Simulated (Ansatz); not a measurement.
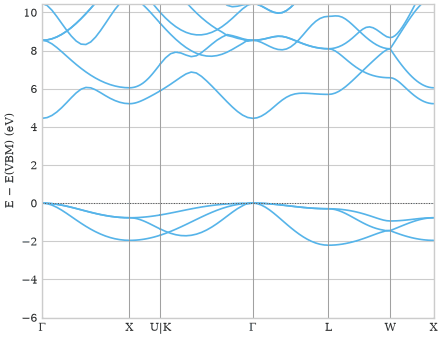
Figure: Band structure from r²SCAN in the plane-wave PAW code Ansatz

Read off the gap and where the band edges lie.

About 4.4 eV (4.45 eV by a search for the band edges); maximum at Γ, minimum at Γ.

Pick the material that matches.
A. AlN, rock salt
B. KRb2RhF6, Fm-3m (K on 4b, Rb on 8c, Rh on 4a, F on 24e)
C. NaI, rock salt

C, NaI, rock salt

The r²SCAN relaxation kept the symmetry of its start. Spin–orbit coupling is left out wherever it is not named.

Potentials: the later of the program's two PAW sets.
